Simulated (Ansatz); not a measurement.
# PN (phosphorus nitride) at revPBE/STO-3G

What is the vertical singlet–triplet gap of PN (phosphorus nitride) at revPBE/STO-3G? 

Program for the calculation: Ansatz 0.2.0.

46 further runs of the same task are left out: 12 that didn't finish, 34 set aside as unsound or not needed.

### 1 The system as given

PN has 2 atoms, charge 0, and is taken as a singlet. SMILES: `N#P`. The bond length is the measured one.

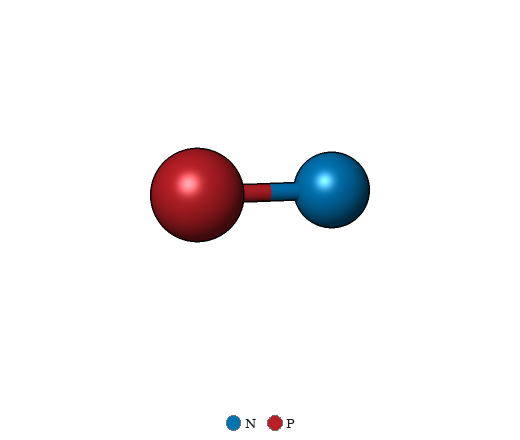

The structure, seen from a chosen angle (nitrogen blue, phosphorus red).

### 2 A single-point energy at revPBE/STO-3G

The input, molecule.yaml:

```yaml
crystal:
  periodic: [false, false, false]
  atoms:
    - {symbol: "N", position_ang: [0.000000, 0.000000, 0.000000]}
    - {symbol: P, position_ang: [0.000000, 0.000000, 1.490866]}
basis:
  gaussian: {orbitals: STO-3G}
hamiltonian: {xc: {name: revPBE}}
accuracy: high
```

The run is started by

```console
ansatz run molecule.yaml --threads 1 --pin off --max-ram 2610MiB --events-out events.jsonl --progress --plain --runs-dir runs
```

The log of the run:

```text
Warning: RAYON_NUM_THREADS=1 ignored (pool sized by the plan → 1); use --threads N
Functional definition: revPBE
  name "revPBE"
  parameter kappa = 1.245
  parameter beta = 0.06672455060314922
  exchange = pbe_x(kappa = kappa, mu = beta*pi^2/3)
  correlation = pbe_c(beta = beta)
224 factors; integrals over basis functions are off by at most 8.7e-9 eV
mean field evaluation 1: about -10641.7164 eV, gradient 5.3e1 eV
mean field evaluation 2: about -10591.3181 eV, gradient 1.0e2 eV
mean field evaluation 4: about -10644.0475 eV, gradient 4.8e1 eV
mean field evaluation 8: about -10648.1060 eV, gradient 3.1e1 eV
mean field evaluation 16: about -10650.7940 eV, gradient 4.0e-8 eV
mean field -10650.79402992 eV, -391.4094612322 hartree, gradient 4.0e-8 eV, S^2 0.000000; 0 other end points of the search recorded, 0 dependent functions left out
reference -10650.79403121 eV, -391.4094612796 hartree; 11, 11 occupied and 3, 3 virtual orbitals, 224 factors
Total energy: -10650.79403121 eV, -391.4094612796 hartree
```

Run time: 0.3 s. Hardware: 1 thread of Intel Xeon 6975P-C (Granite Rapids), shared host.

### 3 The triplet, same level

Changes to molecule.yaml since step 2:

```diff
@@ -6,4 +6,9 @@
 basis:
-  gaussian: {orbitals: STO-3G}
-hamiltonian: {xc: {name: revPBE}}
+  gaussian:
+    orbitals: STO-3G
+magnetization:
+  spin_polarized: true
+  initial_magnetization: 2
+hamiltonian:
+  xc: {name: revPBE}
 accuracy: high
```

The run is started by

```console
ansatz run molecule.yaml --threads 1 --pin off --max-ram 2610MiB --events-out events.jsonl --progress --plain --runs-dir runs
```

The log of the run, cut to the lines that bear on the results:

```text
Warning: RAYON_NUM_THREADS=1 ignored (pool sized by the plan → 1); use --threads N
[... 2 set-up lines as earlier in the session ...]
[...]
224 factors; integrals over basis functions are off by at most 8.7e-9 eV
[...]
mean field -10646.04126178 eV, -391.2348002244 hartree, gradient 1.7e-8 eV, S^2 2.004640; 11 other end points of the search recorded, 0 dependent functions left out
reference -10646.04126313 eV, -391.2348002739 hartree; 12, 10 occupied and 2, 4 virtual orbitals, 224 factors
Total energy: -10646.04126313 eV, -391.2348002739 hartree
```

Wall time 1.9 s (1 thread of Intel Xeon 6975P-C (Granite Rapids), shared host); peak memory 0.11 GiB.

### 4 Outcome

Level: revPBE/STO-3G.

| quantity | value |
| --- | --- |
| singlet: total energy | -391.40946 Eh |
| triplet: total energy | -391.23480 Eh |
| triplet: ⟨S²⟩ | 2.005 |
| vertical energy of the triplet above the singlet | 4.753 eV |

In words: At this shape the triplet lies 4.75 eV (459 kJ/mol) above the singlet. In a minimal basis such a difference can be off by several eV, whatever the method.
